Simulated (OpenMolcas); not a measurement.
## How basis sets differ on AlBH3Cl (SMILES [AlH2][BH]Cl)

AlBH3Cl: 6 atoms, total charge 0, spin state singlet. SMILES: `[AlH2][BH]Cl`. Geometry: a GFN2-xTB relaxation, a rough one for these elements and not checked as a minimum.

Each level gives the dipole moment (D). The values are calculated.

```json
{"level": "HF/ANO-R0 (sfX2C)", "kind": "Hartree–Fock", "program": "OpenMolcas", "value (D)": "2.98"}
{"level": "HF/STO-3G", "kind": "Hartree–Fock", "program": "OpenMolcas", "value (D)": "1.63"}
{"level": "HF/3-21G", "kind": "Hartree–Fock", "program": "OpenMolcas", "value (D)": "1.42"}
{"level": "HF/def2-SVP", "kind": "Hartree–Fock", "program": "OpenMolcas", "value (D)": "1.19"}
```

The values span 1.19 to 2.98 D. Sets without polarisation functions give poor dipoles.

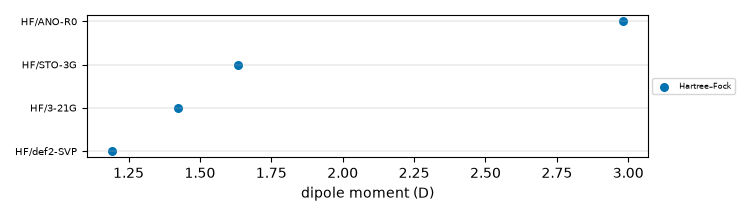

The values of the table, level by level.
